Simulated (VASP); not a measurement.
Band structure of CdTe (zinc blende). Level of theory: PBE GGA with D3 dispersion (Becke-Johnson damping), VASP's PBE PAW potentials (set 64) (plane waves; VASP).

Unless said otherwise, spin-orbit coupling is left out, though it shifts the bands of the heavy elements here.

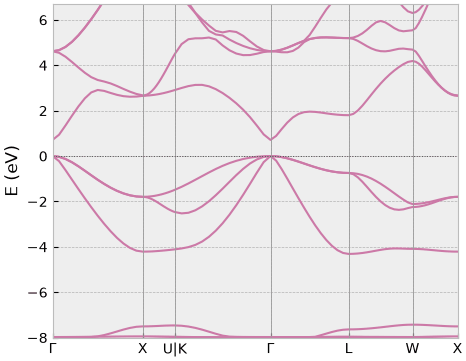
Figure: Bands along high-symmetry lines, zero at the valence-band maximum or, without a gap, the Fermi level

Question: Read the plot: is there a gap, and where are the band edges?

Answer: The gap is direct, 0.71 eV, from the valence maximum at Γ to the conduction minimum at Γ. (Edges off the drawn lines would not show.)

Measured: gap 1.63 eV (computed value off by -0.92 eV), as given by Anna Miglio et al., npj Computational Materials (2020), arXiv:2011.12765 [zero-point renormalisation of 16 meV (experimental, the table's column) added back].

The compound is CdTe in the zinc blende structure. It was relaxed first.
